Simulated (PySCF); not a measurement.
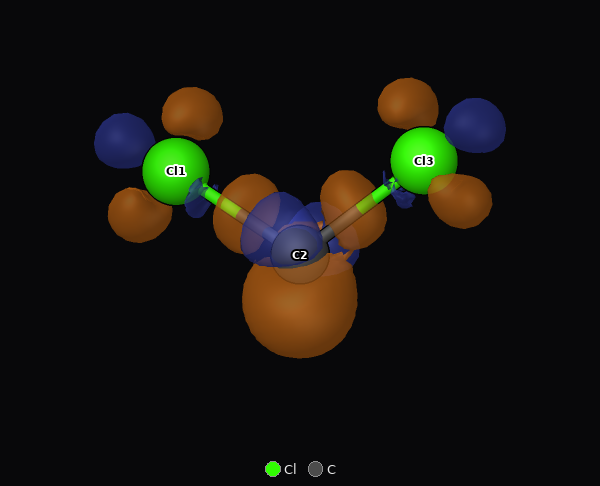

Figure. CCl$_{2}$, SMILES `Cl[C]Cl`. Deformation density (molecule less spherical, spin-averaged free atoms at the same positions), surfaces at ±0.1 e/Å³; orange: gain, blue: loss.

PySCF calculation, B3LYP/6-311+G**, gas phase; geometry: GFN2-xTB. No frequency check shows the geometry to be a minimum. GFN2-xTB bond lengths at metals and heavier atoms can be off by up to 0.1 Å and shapes distorted, which carries into these values.

Input

```python
import numpy as np
from pyscf import gto, scf, dft
from pyscf.scf import atom_ks, atom_hf
from scipy.linalg import block_diag

def solve(mol, dm0=None, hcore=None):
    mf = (dft.UKS if mol.spin else dft.RKS)(mol, xc='b3lyp')
    mf.grids.level = 3
    mf = mf.density_fit(auxbasis='def2-universal-jkfit')
    mf.conv_tol, mf.max_cycle = 1e-8, 80
    if hcore is not None:
        mf.get_hcore = lambda *args: hcore
    mf.kernel(dm0)
    if not mf.converged:
        mf = mf.newton().run(mf.mo_coeff, mf.mo_occ, max_cycle=30)
    assert mf.converged, 'SCF not converged'
    return mf

mol = gto.M(atom='''
Cl     1.39373    -0.13862     0.00000
C      0.00007     0.78546     0.00000
Cl    -1.39376    -0.13860     0.00000
''', basis='6-311+g**', charge=0, spin=0, verbose=4)
mf = solve(mol)
mf.analyze()
# spherically averaged free atoms, for the promolecule
atm = atom_ks.get_atm_nrks(mol, xc='b3lyp')
pro = block_diag(*[(atm[a[0]][2] * atm[a[0]][3]) @ atm[a[0]][2].T for a in mol._atom])
np.savez('result.npz', e=mf.e_tot, c=mf.mo_coeff, occ=mf.mo_occ, eps=mf.mo_energy, pro=pro, dip=mf.dip_moment(verbose=0), s2=mf.spin_square()[0])
```

Run with:

```sh
OMP_NUM_THREADS=1 python input.py
```

The run took 4.2 s on 1 thread of AMD EPYC 7R13 Processor (Zen 3), on a shared host, peak memory 0.3 GiB.

Partitions, critical points and surface values were worked out afterwards from this run's density.

How much density has each bond gained at its critical point, relative to the free atoms?

Answer. Cl1–C2 and C2–Cl3: +0.29 e/Å³ at the bond critical point (bond length 1.67 Å). In all, 0.8 electrons gather in the regions of gain relative to the promolecule.
